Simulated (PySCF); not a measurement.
Be(OMe)(SH), SMILES C[O][Be][SH] at its CAM-B3LYP/def2-SVP optimised geometry (Å):

```
8

Be    -0.5878     0.1845     0.0000
O      0.7968     0.1845     0.0000
C      2.1759     0.1949    -0.0241
H      2.5541     0.8406    -0.8352
H      2.5846     0.5724     0.9285
H      2.5758    -0.8208    -0.1844
S     -2.4915     0.2035     0.0108
H     -2.5846    -0.8406    -0.8417
```

Level of theory: PySCF with CAM-B3LYP/def2-TZVP.

Map of the electrostatic potential (hartree/e), clipped to [-0.08, 0.12] on the plane z = 1.0 Å:

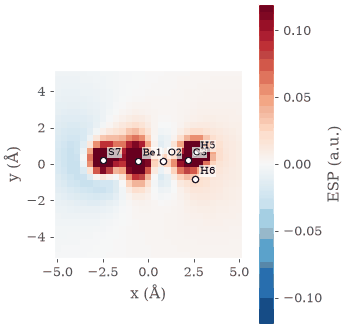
Figure: Electrostatic potential (hartree/e), clipped to [-0.08, 0.12] on the plane z = 1.0 Å.
